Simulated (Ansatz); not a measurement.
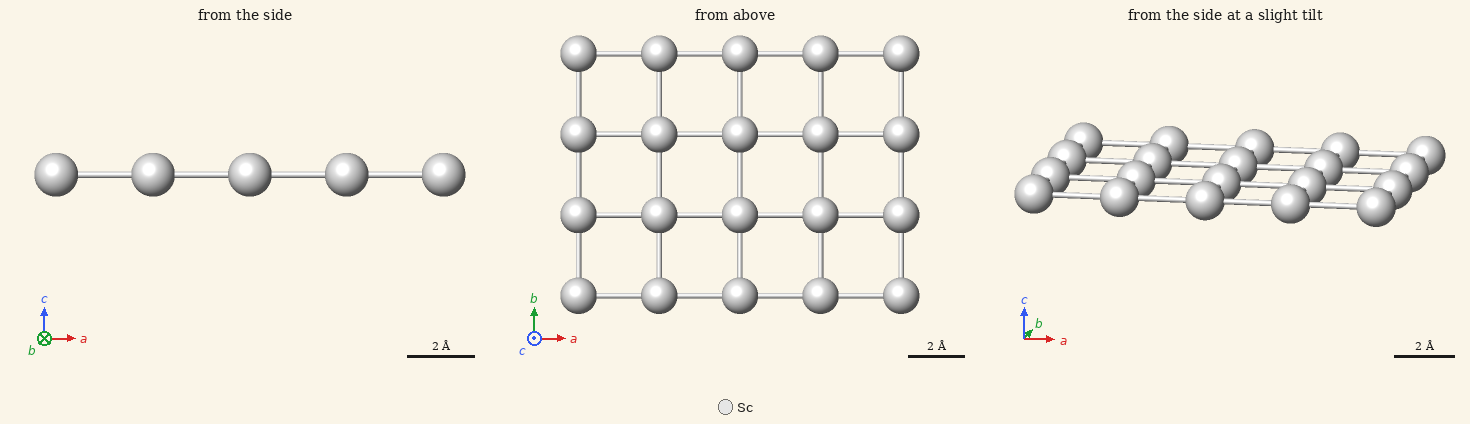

A ball-and-stick picture of a periodic sheet, seen from the side, from above and from the side at a slight tilt. The surface normal points up in side views; the vacuum is left out. 4×4 cells are drawn in the plane, with atoms at the edges repeated.

The cell holds 1 Sc.

> How thick is it?

About 0.0 Å from the lowest to the highest atom.

> Give the coordination of the atoms.

Sc is coordinated by four Sc in a square planar arrangement at about 2.9 Å. The bonds build Sc layers parallel to the surface.

The structure comes from a structure type filled with this element by a generator (whether the element takes this form wasn't checked). What is shown is the relaxed result from DFT PBE, scalar-relativistic, plane waves, PAW (Ansatz).
